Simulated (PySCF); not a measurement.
# C4H5Cl2FS: the cost of one run

Computed with PySCF 2.14.0 and routines of our own; the level stands in each step. Atoms count from 0.

## 1. The system as given

13 atoms, charge 0, multiplicity 1; geometry from: GFN2-xTB.

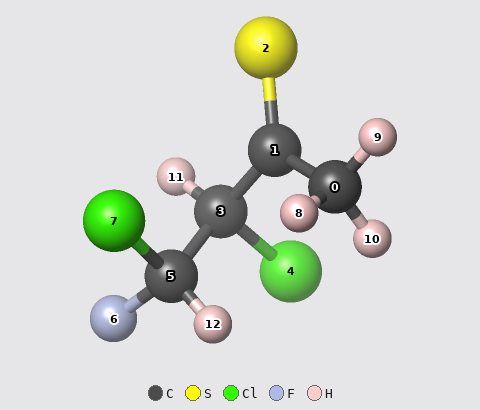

The starting geometry (carbon dark grey, sulfur yellow, chlorine green, fluorine light blue, hydrogen pink).

## 2. Magnetic properties: GIAO HF/pcSseg-1

The job: settings as JSON, then the geometry in Å.

```
{"job": {"kind": "mag", "xc": "HF", "basis": "pcSseg-1", "isotopologues": 2}, "charge": 0, "multiplicity": 1}
C     -1.569375    -0.208923    -0.521174
C     -0.634903     0.861737    -0.093361
S     -0.888319     2.429829    -0.410427
C      0.582594     0.458291     0.686247
Cl     0.045777    -0.155767     2.294211
C      1.404099    -0.645035     0.028252
F      2.591507    -0.783929     0.659963
Cl     1.732357    -0.208567    -1.676593
H     -1.109696    -0.808769    -1.307866
H     -2.484884     0.227893    -0.910075
H     -1.800649    -0.870512     0.312747
H      1.222567     1.324171     0.876683
H      0.904536    -1.619934     0.043664
```

With the program's defaults for keys left out, this is: GIAO HF/pcSseg-1 magnetisability, rotational g tensor and spin-rotation constants, non-relativistic, gas phase.

Run with:

```
> OMP_NUM_THREADS=1 python excited_run.py task.json out
```

One launch serves the whole session: the jobs run in the order shown.

**Question.** How long does this first job take on 1 thread of Arm Neoverse N1, shared host, and how much memory does it need?

About 33 s, with a peak of 0.76 GiB.
